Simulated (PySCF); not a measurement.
# Cu: excitation energy in ANO-RCC-VTZP

Wanted: the excitation energy of copper, up a ladder of methods.

Program: PySCF 2.14.0. Level of theory: unrestricted determinants in a Gaussian basis, no spin-orbit coupling in the energies. These are calculated values, not measurements, unless marked.

## 1. Starting point

| Quantity | Value |
| --- | --- |
| Element | copper (Z = 29) |
| Basis | ANO-RCC-VTZP (6s5p3d2f1g, 59 functions) |
| Hamiltonian | the spin-free X2C one-electron Hamiltonian (Gaussian nucleus) |
| State 1 | Cu: [Ar] 3d9 4s1 4p1, one real determinant (an excited configuration) |
| Needed too, but not shown | Cu [Ar] 3d10 4s1 (2S) |
| Methods | CCSD(T) |
| Core shells frozen in the correlated runs | valence: [Ar] (for Cu) |

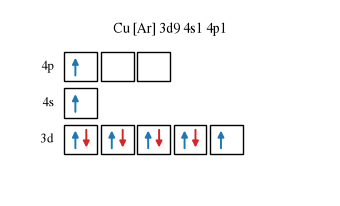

The shells outside the core, filled by Hund's rule for the drawing.

One driver process ran all states and methods and kept the integrals in memory. Each run is shown as a PySCF script that sums up its settings (the driver passes frozen orbitals as a list and adds second-order terms of double hybrids); the logs are those of the runs themselves. The driver starts from symmetry-adapted Hartree-Fock orbitals, holds the occupation by maximum overlap and uses a logarithmic radial grid for functionals, so a plain start would take other cycles.

The integrals over 59 functions and the set-up took 6.1 s of CPU time.

## 2. Cu [Ar] 3d9 4s1 4p1, at CCSD(T) (valence)

Level: CCSD(T) (valence).

input.py

```python
from pyscf import gto, scf, dft, mp, cc
import basis_set_exchange as bse
mol = gto.M(atom="Cu 0 0 0", charge=0, spin=3, symmetry="D2h",
            basis=gto.basis.parse(bse.get_basis("ANO-RCC-VTZP", elements=["Cu"], fmt="nwchem")),
            nucmod="G")
mf = scf.UHF(mol).sfx2c1e()
mf.irrep_nelec = {'Ag': (6, 4), 'B1g': (1, 1), 'B2g': (1, 1), 'B3g': (1, 1), 'B1u': (3, 2), 'B2u': (2, 2), 'B3u': (2, 2)}
mf.kernel()
mycc = cc.CCSD(mf, frozen=9).run()
mycc.ccsd_t()
```

Q: Predict the outcome of this session.

The runs gave:

```
                                quantity                                  value
excitation energy, Cu → [Ar] 3d9 4s1 4p1  UHF 2.231, CCSD(T) (valence) 4.928 eV
```

Accuracy by level (over 1 difference):

| method | mean absolute miss against CCSD(T) (valence) (eV) |
| --- | --- |
| UHF | 2.698 |
| MP2 (valence) | 0.846 |
| SCS-MP2 (valence) | 0.497 |
| CCSD (valence) | 0.262 |
| CCSD(T) (valence) | 0.000 |

In words: The methods span 3.543 eV, from UHF (2.231) to MP2 (valence) (5.774). No reference value is at hand in this session. All values hold for this basis alone; no basis-set limit was taken.
